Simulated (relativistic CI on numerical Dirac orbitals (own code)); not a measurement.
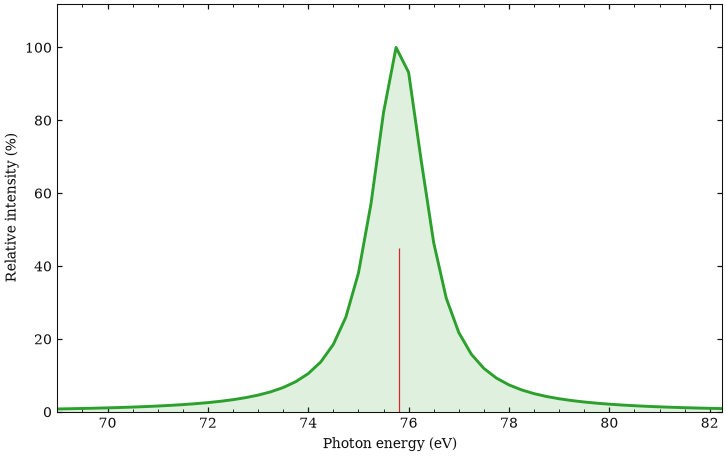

Computed core-level spectrum (absorption) of an ion of charge +2 in no crystal field (free ion). Sticks are the strongest transitions, on a scale of their own. Multiplet model: relativistic Dirac–Coulomb–Breit theory, one configuration a step, Slater integrals scaled by 0.7, 300 K, Voigt broadening (Lorentzian 1.2 eV, Gaussian 0.3 eV full widths), computed with a radial Dirac CI code.

Q: Which element and which edge or line is it?

A: M₂,₃ X-ray absorption of Cu III (Cu²⁺), initial configuration [Ar] 3d⁹. The main maxima lie at 75.8 eV (100), heights in % of the largest; the centroid is at 75.8 eV. The ground state has S = 0.50.

Limits of the model: free-ion energies, so absolute edge positions are off by a few eV from solids; core and valence shell share one n, so the strongest features autoionise and are far broader and can lie several eV off in experiment.
